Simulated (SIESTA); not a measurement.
Band structure of YPd3 (Pm-3m, 4 atoms in the cell).

```yaml
crystal:
  lattice:
    - [4.09992, 0.00000, 0.00000]
    - [0.00000, 4.09992, 0.00000]
    - [0.00000, 0.00000, 4.09992]
  atoms:
    - { symbol: Y, position: [0.00000, 0.00000, 0.00000] }
    - { symbol: Pd, position: [0.50000, 0.50000, 0.00000] }
    - { symbol: Pd, position: [0.00000, 0.50000, 0.50000] }
    - { symbol: Pd, position: [0.50000, 0.00000, 0.50000] }
```

Method of the run: GGA PBEsol, numerical atomic orbitals DZP, PseudoDojo PBEsol standard norm-conserving potentials (rewritten from UPF to PSML) in SIESTA.

Settings: XC.functional = GGA; XC.authors = PBEsol; potentials = PseudoDojo PBEsol standard; PAO.BasisSize = DZP; PAO.EnergyShift = 0.01 Ry; MeshCutoff = 300 Ry; kgrid.MonkhorstPack = 7 7 7; OccupationFunction = MP; OccupationMPOrder = 0; ElectronicTemperature = 0.272 eV; MaxSCFIterations = 150; SCF.Mixer.Method = Broyden; SCF.Mixer.Weight = 0.25; SCF.Mixer.History = 6.

The starting cell comes from a database of computed structures (which also holds hypothetical and non-ambient phases and stackings), without a prior relaxation at this level. Spin polarisation is off. Values carry the incompleteness of an atom-centred basis.

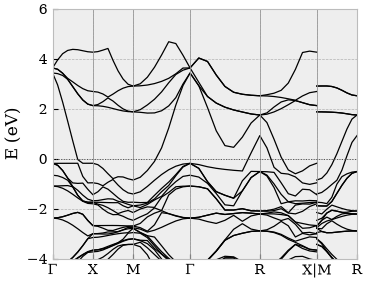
Figure: Bands along the path, energies from the Fermi level.

Levels in eV from the Fermi level, bands 29 to 34:
```tsv
point	29	30	31	32	33	34
Γ	-0.66	-0.19	-0.19	-0.19	3.43	3.43
X	-1.74	-1.68	-1.44	-0.96	-0.18	2.12
M	-1.88	-1.88	-1.74	-1.41	-0.85	1.87
R	-0.51	-0.51	-0.51	0.92	1.75	1.75
```

Bands cross the Fermi level along this path, so the cell is metallic at this level.

Higher empty bands are left out: an atom-centred basis made for the valence describes them poorly.
